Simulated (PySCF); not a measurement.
# SiGe2H8: electronic excitations at several levels of theory

How much do the electronic excitations of SiGe2H8 (`[SiH3][GeH2][GeH3]`) depend on the level of theory, and what does each level cost?

The runs use PySCF 2.14.0, with density-fitted response routines of our own; the level of theory stands in each step. All values are computed, except where a source is named. Atoms count from 0, in the outputs and in this text.

## Step 1: Starting geometry

11 atoms, charge 0, multiplicity 1; geometry from: GFN2-xTB. The atoms were then displaced at random by about 0.01 Å, so the start is not that level's minimum.

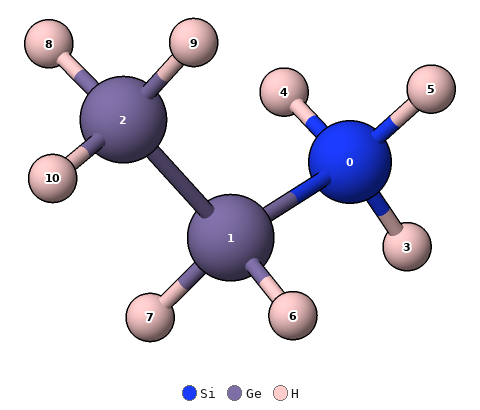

As it starts; silicon blue, germanium purple, hydrogen pink, atoms numbered.

## Step 2: Relaxing the molecule at PBE0-D3(BJ)/def2-SVP

What the job is given:

```
{"job": {"xc": "PBE0", "basis": "def2-SVP", "d3": "d3bj", "grid": 1, "shake": 0.01, "kind": "geom"}, "charge": 0, "multiplicity": 1}
Si     1.985890     0.743100    -0.005950
Ge     0.225600    -0.814450    -0.106250
Ge    -2.054540    -0.089920     0.076870
H      3.298940     0.116120    -0.153050
H      1.809320     1.736970    -1.101600
H      1.923170     1.485980     1.265840
H      0.412210    -1.901030     0.936240
H      0.309420    -1.639910    -1.372660
H     -2.457100     0.895740    -0.955920
H     -2.345330     0.625690     1.380870
H     -3.069470    -1.184120     0.019950
```

The run is started by

```
> OMP_NUM_THREADS=1 python probes_run.py task.json out
```

The driver reads the jobs from task.json and runs them one after another.

Output:

```text
step   0  E = -4447.03615840  max force = 0.018232
step   1  E = -4447.04265265  max force = 0.008758
step   2  E = -4447.04314772  max force = 0.003703
step   3  E = -4447.04331970  max force = 0.000802
step   4  E = -4447.04335860  max force = 0.000740
step   5  E = -4447.04338034  max force = 0.000413
step   6  E = -4447.04338911  max force = 0.000304
optimisation converged
```

It took 81 s on 1 thread of Arm Neoverse N1, shared host; peak memory 0.51 GiB.

Along the way:

| step | energy from step 0 (eV) | largest force component (eV/Å) |
| --- | --- | --- |
| 0 | 0.0000 | 0.9375 |
| 1 | -0.1767 | 0.4504 |
| 2 | -0.1902 | 0.1904 |
| 3 | -0.1949 | 0.0412 |
| 4 | -0.1959 | 0.0381 |
| 5 | -0.1965 | 0.0212 |
| 6 | -0.1968 | 0.0156 |

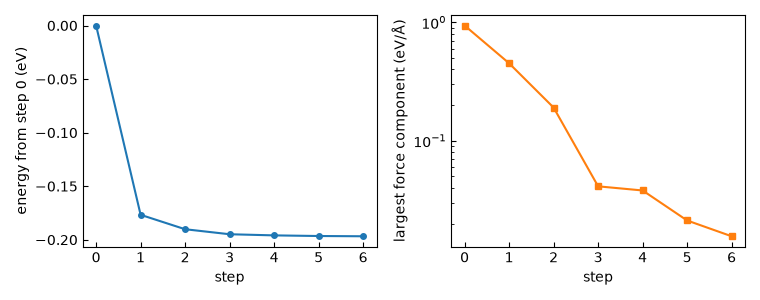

Energy and largest force along the relaxation.

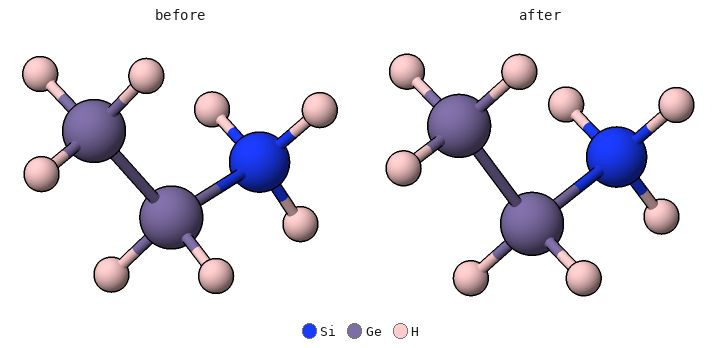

Before and after, at one scale.

Close pairs (by a distance rule), those that changed most:

| bond | before (Å) | after (Å) | change (Å) |
| --- | --- | --- | --- |
| Ge2–H8 | 1.483 | 1.541 | +0.057 |
| Ge2–H10 | 1.494 | 1.540 | +0.047 |
| Si0–H3 | 1.462 | 1.495 | +0.033 |
| Ge1–H7 | 1.514 | 1.543 | +0.029 |
| Si0–Ge1 | 2.353 | 2.381 | +0.028 |
| Ge1–H6 | 1.517 | 1.542 | +0.025 |
| Ge1–Ge2 | 2.399 | 2.425 | +0.025 |
| Ge2–H9 | 1.516 | 1.540 | +0.025 |

The next job starts from the end point, and lists it.

| at the end point | value |
| --- | --- |
| point group (found at 0.08 Å tolerance) | Cs |
| rotational constants (GHz, main isotopes) | 5.312, 1.234, 1.040 |
| dipole moment (D) | 0.06 |

## Step 3: TDDFT and polarisability: B3LYP/def2-SVPD

What the job is given:

```
{"job": {"kind": "uv", "xc": "B3LYP", "basis": "def2-SVPD", "ip": true}, "charge": 0, "multiplicity": 1}
Si     1.864206     0.747682    -0.011175
Ge     0.220849    -0.972690    -0.103810
Ge    -2.004099    -0.028490     0.086821
H      3.242897     0.184245    -0.140495
H      1.633877     1.722261    -1.121414
H      1.759358     1.472920     1.292156
H      0.453821    -1.983542     1.037633
H      0.338899    -1.728967    -1.443489
H     -2.246340     0.975499    -1.056521
H     -2.146455     0.713910     1.429093
H     -3.079475    -1.129116     0.015558
```

Level: TDDFT B3LYP/def2-SVPD, vertical, gas phase, core orbitals frozen in the response.

Output:

```text
coarse grid: 41024 points
cycle   1  E = -4447.7841195080  dE = -1.414e+00  |g| = 5.308e-01  |ddm| = 3.275e+00
cycle   2  E = -4447.7787494553  dE =  5.370e-03  |g| = 5.765e-01  |ddm| = 6.853e-01
cycle   3  E = -4447.8106506124  dE = -3.190e-02  |g| = 2.351e-02  |ddm| = 4.294e-01
cycle   4  E = -4447.8107872003  dE = -1.366e-04  |g| = 9.709e-03  |ddm| = 6.091e-02
cycle   5  E = -4447.8108214187  dE = -3.422e-05  |g| = 1.815e-03  |ddm| = 1.918e-02
cycle   6  E = -4447.8108218481  dE = -4.294e-07  |g| = 6.258e-04  |ddm| = 2.440e-03
final grid: 80984 points
cycle   7  E = -4447.8107836954  dE = -4.421e-08  |g| = 7.405e-04  |ddm| = 3.036e-03
cycle   8  E = -4447.8107836649  dE =  3.056e-08  |g| = 9.079e-04  |ddm| = 1.680e-03
cycle   9  E = -4447.8107837823  dE = -1.174e-07  |g| = 4.558e-05  |ddm| = 8.590e-04
cycle  10  E = -4447.8107837827  dE = -4.038e-10  |g| = 2.603e-06  |ddm| = 6.106e-05
converged SCF energy = -4447.8107837827

Static polarisability (au): isotropic 102.115, principal 84.787 96.034 125.523

Singlet excitations
state   eV       nm        f      main configurations
  1   6.5730    188.6   0.04055   H->L+1 0.83, H->L 0.15
  2   6.6388    186.8   0.42028   H->L 0.74, H->L+1 0.15
  3   6.8720    180.4   0.00015   H->L+3 0.98
  4   6.9252    179.0   0.04075   H->L+2 0.82, H-1->L+1 0.09
  5   7.0921    174.8   0.10756   H-1->L 0.49, H->L+4 0.41
  6   7.1306    173.9   0.02679   H->L+4 0.50, H-1->L 0.38
  7   7.2718    170.5   0.10535   H-1->L+1 0.80
  8   7.3101    169.6   0.00430   H->L+5 0.92
  9   7.4901    165.5   0.20363   H-1->L+2 0.70, H->L+6 0.22
 10   7.6461    162.2   0.03757   H-2->L 0.61, H-1->L+3 0.31

Triplet excitations (Tamm-Dancoff, eV): 5.7723 6.2012 6.3021 6.3984
Vertical ionisation energy (delta-SCF) = 9.6753 eV
```

Run time: 100 s. Hardware: 1 thread of Arm Neoverse N1, shared host; peak memory 0.75 GiB.

Frontier orbitals and where they lie:

| orbital | eV | atoms |
| --- | --- | --- |
| HOMO−3 | -9.50 | Ge2 35 %, H10 25 %, Si0 10 % |
| HOMO−2 | -9.06 | Ge1 24 %, Ge2 16 %, H6 14 % |
| HOMO−1 | -8.33 | Ge1 33 %, Si0 16 %, Ge2 14 % |
| HOMO | -7.67 | Ge1 32 %, Ge2 24 %, Si0 19 % |
| LUMO | -0.47 | Ge2 26 %, Ge1 17 %, Si0 16 % |
| LUMO+1 | -0.26 | Ge1 26 %, Ge2 19 %, Si0 15 % |
| LUMO+2 | 0.00 | Si0 24 %, Ge1 20 %, Ge2 18 % |

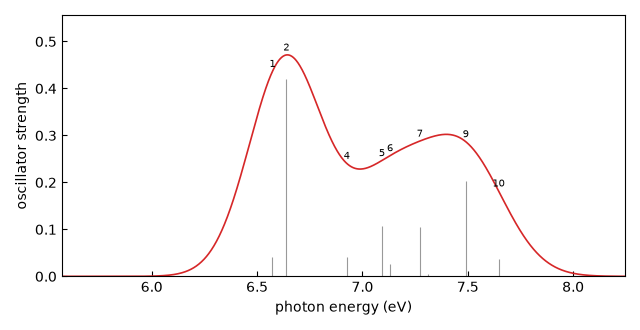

Absorption spectrum from the 10 singlet states computed; above the last one it falls off for lack of states. Lines are broadened to a width of 0.40 eV (Gaussian).

Ground-state properties from the same run:

| property | computed |
| --- | --- |
| dipole moment (D) | 0.09 |
| polarisability (Å³) | 15.13 |
| HOMO–LUMO gap (eV) | 7.19 |
| −ε(HOMO) (eV) | 7.67 |

## Step 4: TDDFT and polarisability: PBE0/def2-SVPD

Same as in step 3 but for these lines:

```diff
@@ -1,2 +1,2 @@
-{"job": {"kind": "uv", "xc": "B3LYP", "basis": "def2-SVPD", "ip": true}, "charge": 0, "multiplicity": 1}
+{"job": {"kind": "uv", "xc": "PBE0", "basis": "def2-SVPD", "ip": true}, "charge": 0, "multiplicity": 1}
 Si     1.864206     0.747682    -0.011175
```

With the program's defaults for keys left out, this is: TDDFT PBE0/def2-SVPD, vertical, gas phase, core orbitals frozen in the response.

Output:

```text
coarse grid: 41024 points
cycle   1  E = -4447.0192774220  dE = -1.438e+00  |g| = 4.607e-01  |ddm| = 3.242e+00
cycle   2  E = -4447.0176309389  dE =  1.646e-03  |g| = 4.801e-01  |ddm| = 5.933e-01
cycle   3  E = -4447.0395020488  dE = -2.187e-02  |g| = 1.754e-02  |ddm| = 3.495e-01
cycle   4  E = -4447.0395703863  dE = -6.834e-05  |g| = 8.068e-03  |ddm| = 4.809e-02
cycle   5  E = -4447.0395940048  dE = -2.362e-05  |g| = 1.368e-03  |ddm| = 1.660e-02
cycle   6  E = -4447.0395942280  dE = -2.232e-07  |g| = 4.481e-04  |ddm| = 1.879e-03
final grid: 80984 points
cycle   7  E = -4447.0395544165  dE = -4.783e-08  |g| = 4.980e-04  |ddm| = 2.788e-03
cycle   8  E = -4447.0395544098  dE =  6.658e-09  |g| = 5.737e-04  |ddm| = 1.077e-03
cycle   9  E = -4447.0395544545  dE = -4.472e-08  |g| = 2.866e-05  |ddm| = 5.166e-04
cycle  10  E = -4447.0395544547  dE = -1.683e-10  |g| = 2.443e-06  |ddm| = 4.145e-05
converged SCF energy = -4447.0395544547

Static polarisability (au): isotropic 101.166, principal 84.213 95.192 124.094

Singlet excitations
state   eV       nm        f      main configurations
  1   6.7572    183.5   0.07828   H->L+1 0.65, H->L 0.30
  2   6.8320    181.5   0.39179   H->L 0.58, H->L+1 0.33
  3   6.9701    177.9   0.00050   H->L+3 0.97
  4   7.0936    174.8   0.03688   H->L+2 0.76, H-1->L+1 0.10
  5   7.2798    170.3   0.09501   H-1->L 0.79, H->L+2 0.11
  6   7.2988    169.9   0.03952   H->L+4 0.86
  7   7.4349    166.8   0.00487   H->L+5 0.92
  8   7.4504    166.4   0.12040   H-1->L+1 0.79
  9   7.6566    161.9   0.24767   H-1->L+2 0.68, H->L+6 0.23
 10   7.7570    159.8   0.03565   H-1->L+3 0.50, H-2->L 0.41

Triplet excitations (Tamm-Dancoff, eV): 5.8392 6.3264 6.3750 6.4053
Vertical ionisation energy (delta-SCF) = 9.6858 eV
```

Run time: 94 s. Hardware: 1 thread of Arm Neoverse N1, shared host; peak memory 0.73 GiB.

This run: HOMO -7.88 eV, LUMO -0.22 eV; lowest singlet 6.76 eV.

## Step 5: Excited states and response: BHandHLYP/def2-SVPD

Same as in step 4 but for these lines:

```diff
@@ -1,2 +1,2 @@
-{"job": {"kind": "uv", "xc": "PBE0", "basis": "def2-SVPD", "ip": true}, "charge": 0, "multiplicity": 1}
+{"job": {"kind": "uv", "xc": "BHandHLYP", "basis": "def2-SVPD", "ip": true}, "charge": 0, "multiplicity": 1}
 Si     1.864206     0.747682    -0.011175
```

Method: TDDFT BHandHLYP/def2-SVPD, vertical, gas phase, core orbitals frozen in the response.

Output:

```text
coarse grid: 41024 points
cycle   1  E = -4447.6235384625  dE = -1.496e+00  |g| = 3.647e-01  |ddm| = 3.153e+00
cycle   2  E = -4447.6339365693  dE = -1.040e-02  |g| = 3.132e-01  |ddm| = 5.983e-01
cycle   3  E = -4447.6438645490  dE = -9.928e-03  |g| = 1.759e-02  |ddm| = 2.481e-01
cycle   4  E = -4447.6439776655  dE = -1.131e-04  |g| = 4.848e-03  |ddm| = 7.341e-02
cycle   5  E = -4447.6439843945  dE = -6.729e-06  |g| = 9.882e-04  |ddm| = 9.169e-03
final grid: 80984 points
cycle   6  E = -4447.6439587259  dE = -1.396e-07  |g| = 8.256e-04  |ddm| = 2.519e-03
cycle   7  E = -4447.6439587462  dE = -2.036e-08  |g| = 7.537e-04  |ddm| = 1.188e-03
cycle   8  E = -4447.6439588023  dE = -5.611e-08  |g| = 2.665e-05  |ddm| = 5.658e-04
cycle   9  E = -4447.6439588026  dE = -2.910e-10  |g| = 8.106e-06  |ddm| = 5.653e-05
converged SCF energy = -4447.6439588026

Static polarisability (au): isotropic 98.322, principal 82.479 92.817 119.669

Singlet excitations
state   eV       nm        f      main configurations
  1   7.0264    176.5   0.19965   H->L 0.51, H->L+1 0.32
  2   7.1569    173.2   0.38810   H->L+1 0.64, H->L 0.30
  3   7.2420    171.2   0.00112   H->L+3 0.79, H->L+4 0.15
  4   7.4056    167.4   0.07185   H->L+2 0.58, H->L+4 0.14, H->L 0.09
  5   7.6115    162.9   0.17276   H->L+4 0.49, H->L+2 0.26, H->L+3 0.10
  6   7.7599    159.8   0.02880   H-1->L 0.63
  7   7.7788    159.4   0.01458   H->L+5 0.90
  8   7.8783    157.4   0.17899   H-1->L+1 0.78, H-1->L 0.10
  9   8.0215    154.6   0.18078   H-1->L+2 0.51, H->L+6 0.32
 10   8.2252    150.7   0.04149   H-1->L+3 0.59, H-1->L+4 0.11

Triplet excitations (Tamm-Dancoff, eV): 6.0774 6.5970 6.6415 6.6506
Vertical ionisation energy (delta-SCF) = 9.7263 eV
```

Wall time 95 s (1 thread of Arm Neoverse N1, shared host); peak memory 0.73 GiB.

In short: HOMO -8.77 eV, LUMO 0.49 eV; lowest singlet 7.03 eV.

## Step 6: TDDFT and polarisability: CAM-B3LYP/def2-SVPD

Same as in step 5 but for these lines:

```diff
@@ -1,2 +1,2 @@
-{"job": {"kind": "uv", "xc": "BHandHLYP", "basis": "def2-SVPD", "ip": true}, "charge": 0, "multiplicity": 1}
+{"job": {"kind": "uv", "xc": "CAM-B3LYP", "basis": "def2-SVPD", "ip": true}, "charge": 0, "multiplicity": 1}
 Si     1.864206     0.747682    -0.011175
```

With the program's defaults for keys left out, this is: TDDFT CAM-B3LYP/def2-SVPD, vertical, gas phase, core orbitals frozen in the response.

Output:

```text
coarse grid: 41024 points
cycle   1  E = -4447.8968834189  dE = -1.488e+00  |g| = 5.051e-01  |ddm| = 3.216e+00
cycle   2  E = -4447.9035003827  dE = -6.617e-03  |g| = 4.912e-01  |ddm| = 6.853e-01
cycle   3  E = -4447.9260449323  dE = -2.254e-02  |g| = 1.628e-02  |ddm| = 3.430e-01
cycle   4  E = -4447.9261577312  dE = -1.128e-04  |g| = 6.324e-03  |ddm| = 6.830e-02
cycle   5  E = -4447.9261697359  dE = -1.200e-05  |g| = 1.371e-03  |ddm| = 1.321e-02
cycle   6  E = -4447.9261700360  dE = -3.001e-07  |g| = 4.172e-04  |ddm| = 1.970e-03
final grid: 80984 points
cycle   7  E = -4447.9261164153  dE = -4.547e-08  |g| = 4.101e-04  |ddm| = 1.515e-03
cycle   8  E = -4447.9261164169  dE = -1.612e-09  |g| = 4.281e-04  |ddm| = 6.603e-04
cycle   9  E = -4447.9261164343  dE = -1.734e-08  |g| = 1.202e-05  |ddm| = 3.056e-04
cycle  10  E = -4447.9261164344  dE = -9.913e-11  |g| = 5.439e-06  |ddm| = 3.646e-05
converged SCF energy = -4447.9261164344

Static polarisability (au): isotropic 100.362, principal 83.991 94.678 122.417

Singlet excitations
state   eV       nm        f      main configurations
  1   6.9003    179.7   0.11039   H->L+1 0.57, H->L 0.29
  2   6.9942    177.3   0.43127   H->L 0.53, H->L+1 0.37
  3   7.1383    173.7   0.00055   H->L+4 0.94
  4   7.2677    170.6   0.05249   H->L+2 0.53, H->L+3 0.19, H-1->L+1 0.09
  5   7.4714    165.9   0.17590   H->L+3 0.48, H->L+2 0.29, H-1->L 0.10
  6   7.5653    163.9   0.03953   H-1->L 0.60, H->L+3 0.15
  7   7.6535    162.0   0.01275   H->L+5 0.89
  8   7.6695    161.7   0.16026   H-1->L+1 0.73, H-1->L 0.09
  9   7.8541    157.9   0.19644   H-1->L+2 0.53, H->L+6 0.28
 10   8.0443    154.1   0.03780   H-1->L+4 0.65, H-2->L 0.12

Triplet excitations (Tamm-Dancoff, eV): 5.9900 6.4747 6.5326 6.5878
Vertical ionisation energy (delta-SCF) = 9.7819 eV
```

Wall time 1.9 min (1 thread of Arm Neoverse N1, shared host); peak memory 0.84 GiB.

In short: HOMO -9.06 eV, LUMO 0.59 eV; lowest singlet 6.90 eV.

## Step 7: Excited states and response: wB97X-D/def2-SVPD

Same as in step 6 but for these lines:

```diff
@@ -1,2 +1,2 @@
-{"job": {"kind": "uv", "xc": "CAM-B3LYP", "basis": "def2-SVPD", "ip": true}, "charge": 0, "multiplicity": 1}
+{"job": {"kind": "uv", "xc": "wB97X-D", "basis": "def2-SVPD", "ip": true}, "charge": 0, "multiplicity": 1}
 Si     1.864206     0.747682    -0.011175
```

With the program's defaults for keys left out, this is: TDDFT wB97X-D/def2-SVPD, vertical, gas phase, core orbitals frozen in the response.

Output:

```text
coarse grid: 41024 points
cycle   1  E = -4447.7919051356  dE = -1.527e+00  |g| = 4.583e-01  |ddm| = 3.208e+00
cycle   2  E = -4447.8022518780  dE = -1.035e-02  |g| = 4.282e-01  |ddm| = 6.845e-01
cycle   3  E = -4447.8196697227  dE = -1.742e-02  |g| = 1.849e-02  |ddm| = 3.082e-01
cycle   4  E = -4447.8198593995  dE = -1.897e-04  |g| = 6.974e-03  |ddm| = 9.931e-02
cycle   5  E = -4447.8198785329  dE = -1.913e-05  |g| = 1.383e-03  |ddm| = 2.254e-02
cycle   6  E = -4447.8198792038  dE = -6.709e-07  |g| = 6.324e-04  |ddm| = 4.039e-03
final grid: 80984 points
cycle   7  E = -4447.8191842843  dE = -1.990e-06  |g| = 7.523e-04  |ddm| = 1.403e-02
cycle   8  E = -4447.8191843784  dE = -9.407e-08  |g| = 6.189e-04  |ddm| = 2.023e-03
cycle   9  E = -4447.8191844199  dE = -4.154e-08  |g| = 8.492e-05  |ddm| = 5.306e-04
cycle  10  E = -4447.8191844228  dE = -2.867e-09  |g| = 2.596e-05  |ddm| = 2.570e-04
cycle  11  E = -4447.8191844232  dE = -3.765e-10  |g| = 5.181e-06  |ddm| = 6.507e-05
converged SCF energy = -4447.8191844232

Static polarisability (au): isotropic 100.282, principal 84.033 94.646 122.167

Singlet excitations
state   eV       nm        f      main configurations
  1   6.9848    177.5   0.16095   H->L 0.41, H->L+1 0.38
  2   7.1060    174.5   0.35915   H->L+1 0.55, H->L 0.35
  3   7.1474    173.5   0.01167   H->L+3 0.92
  4   7.3661    168.3   0.09873   H->L+2 0.52, H->L+4 0.13, H->L 0.10
  5   7.5974    163.2   0.12244   H-1->L 0.51, H->L+2 0.22, H->L+4 0.10
  6   7.6270    162.6   0.06918   H->L+4 0.55, H-1->L 0.15
  7   7.7020    161.0   0.01300   H->L+5 0.88
  8   7.7619    159.7   0.17661   H-1->L+1 0.72, H-1->L 0.10
  9   7.9481    156.0   0.26123   H-1->L+2 0.53, H->L+6 0.27
 10   8.0354    154.3   0.03148   H-1->L+3 0.70, H-2->L 0.11

Triplet excitations (Tamm-Dancoff, eV): 6.1213 6.6015 6.6373 6.7050
Vertical ionisation energy (delta-SCF) = 9.7411 eV
```

Wall time 1.9 min (1 thread of Arm Neoverse N1, shared host); peak memory 0.83 GiB.

Key values: HOMO -9.59 eV, LUMO 1.35 eV; lowest singlet 6.98 eV.

## Step 8: Ultraviolet spectrum: LC-wPBE/def2-SVPD

Same as in step 7 but for these lines:

```diff
@@ -1,2 +1,2 @@
-{"job": {"kind": "uv", "xc": "wB97X-D", "basis": "def2-SVPD", "ip": true}, "charge": 0, "multiplicity": 1}
+{"job": {"kind": "uv", "xc": "LC-wPBE", "basis": "def2-SVPD", "ip": true}, "charge": 0, "multiplicity": 1}
 Si     1.864206     0.747682    -0.011175
```

Level: TDDFT LC-wPBE/def2-SVPD, vertical, gas phase, core orbitals frozen in the response.

Output:

```text
coarse grid: 41024 points
cycle   1  E = -4447.0169532634  dE = -1.560e+00  |g| = 5.586e-01  |ddm| = 3.247e+00
cycle   2  E = -4447.0369562532  dE = -2.000e-02  |g| = 5.063e-01  |ddm| = 7.431e-01
cycle   3  E = -4447.0600736675  dE = -2.312e-02  |g| = 2.771e-02  |ddm| = 3.345e-01
cycle   4  E = -4447.0605499691  dE = -4.763e-04  |g| = 8.119e-03  |ddm| = 1.364e-01
cycle   5  E = -4447.0605790781  dE = -2.911e-05  |g| = 1.697e-03  |ddm| = 2.951e-02
cycle   6  E = -4447.0605802918  dE = -1.214e-06  |g| = 9.404e-04  |ddm| = 6.158e-03
final grid: 80984 points
cycle   7  E = -4447.0605055112  dE =  2.407e-08  |g| = 8.347e-04  |ddm| = 1.831e-03
cycle   8  E = -4447.0605057233  dE = -2.120e-07  |g| = 8.086e-04  |ddm| = 1.151e-03
cycle   9  E = -4447.0605055922  dE =  1.311e-07  |g| = 3.889e-05  |ddm| = 5.149e-04
cycle  10  E = -4447.0605055889  dE =  3.300e-09  |g| = 3.585e-06  |ddm| = 2.151e-04
cycle  11  E = -4447.0605055889  dE = -1.819e-12  |g| = 7.895e-07  |ddm| = 1.371e-05
converged SCF energy = -4447.0605055889

Static polarisability (au): isotropic 97.562, principal 82.271 92.228 118.185

Singlet excitations
state   eV       nm        f      main configurations
  1   7.2913    170.0   0.30979   H->L 0.50, H->L+3 0.20
  2   7.4141    167.2   0.00019   H->L+4 0.90
  3   7.5539    164.1   0.25414   H->L+1 0.85
  4   7.7809    159.3   0.18675   H->L+2 0.31, H->L 0.24, H->L+3 0.13
  5   7.9880    155.2   0.12884   H-1->L 0.34, H->L+2 0.25, H-1->L+3 0.14
  6   8.0206    154.6   0.02670   H->L+5 0.74, H-1->L+4 0.08
  7   8.0692    153.7   0.10712   H->L+3 0.42, H->L+2 0.12, H-1->L+2 0.10
  8   8.2183    150.9   0.23023   H-1->L+1 0.69, H-1->L 0.14
  9   8.3650    148.2   0.30680   H-1->L+2 0.40, H->L+6 0.24
 10   8.4215    147.2   0.03137   H-1->L+4 0.62, H->L+5 0.12

Triplet excitations (Tamm-Dancoff, eV): 6.1916 6.7045 6.7734 6.8302
Vertical ionisation energy (delta-SCF) = 9.9105 eV
```

It took 2.3 min on 1 thread of Arm Neoverse N1, shared host; peak memory 0.74 GiB.

This run: HOMO -10.34 eV, LUMO 1.62 eV; lowest singlet 7.29 eV.

## Step 9: TDDFT and polarisability: PBE0/6-31G*

Same as in step 8 but for these lines:

```diff
@@ -1,2 +1,2 @@
-{"job": {"kind": "uv", "xc": "LC-wPBE", "basis": "def2-SVPD", "ip": true}, "charge": 0, "multiplicity": 1}
+{"job": {"kind": "uv", "xc": "PBE0", "basis": "6-31G*"}, "charge": 0, "multiplicity": 1}
 Si     1.864206     0.747682    -0.011175
```

With the program's defaults for keys left out, this is: TDDFT PBE0/6-31G*, vertical, gas phase, core orbitals frozen in the response.

Output:

```text
coarse grid: 41024 points
cycle   1  E = -4447.0415755323  dE = -1.418e+00  |g| = 4.421e-01  |ddm| = 2.804e+00
cycle   2  E = -4447.0406778405  dE =  8.977e-04  |g| = 4.635e-01  |ddm| = 3.515e-01
cycle   3  E = -4447.0580505103  dE = -1.737e-02  |g| = 1.317e-02  |ddm| = 2.131e-01
cycle   4  E = -4447.0580851395  dE = -3.463e-05  |g| = 7.770e-03  |ddm| = 3.155e-02
cycle   5  E = -4447.0581069495  dE = -2.181e-05  |g| = 1.086e-03  |ddm| = 1.217e-02
cycle   6  E = -4447.0581070635  dE = -1.139e-07  |g| = 2.690e-04  |ddm| = 8.367e-04
final grid: 80984 points
cycle   7  E = -4447.0580681725  dE = -2.756e-08  |g| = 2.949e-04  |ddm| = 1.014e-03
cycle   8  E = -4447.0580681712  dE =  1.320e-09  |g| = 3.351e-04  |ddm| = 4.548e-04
cycle   9  E = -4447.0580681841  dE = -1.295e-08  |g| = 1.634e-05  |ddm| = 2.202e-04
cycle  10  E = -4447.0580681842  dE = -5.548e-11  |g| = 1.561e-06  |ddm| = 1.949e-05
converged SCF energy = -4447.0580681842

Static polarisability (au): isotropic 84.597, principal 67.422 79.400 106.969

Singlet excitations
state   eV       nm        f      main configurations
  1   7.0416    176.1   0.50611   H->L 0.83, H-1->L+1 0.09
  2   7.3080    169.7   0.00012   H->L+3 0.97
  3   7.3644    168.4   0.02654   H->L+2 0.60, H->L+1 0.33
  4   7.4888    165.6   0.02414   H->L+1 0.47, H->L+2 0.31, H-1->L 0.10
  5   7.5329    164.6   0.16677   H-1->L 0.79, H->L+1 0.09
  6   7.9393    156.2   0.01275   H->L+4 0.60, H-2->L 0.38
  7   8.0642    153.7   0.11717   H-1->L+2 0.72, H-2->L+3 0.08
  8   8.0733    153.6   0.01432   H-2->L 0.35, H-1->L+3 0.34, H->L+4 0.26
  9   8.1705    151.7   0.82748   H-1->L+1 0.72, H->L 0.08
 10   8.3443    148.6   0.00928   H-1->L+3 0.46, H-2->L 0.23, H->L+4 0.10

Triplet excitations (Tamm-Dancoff, eV): 5.9655 6.4967 6.7381 6.7488
```

It took 19 s on 1 thread of Arm Neoverse N1, shared host; peak memory 0.52 GiB.

Key values: HOMO -7.78 eV, LUMO 0.09 eV; lowest singlet 7.04 eV.

[end of part 1 of 2]
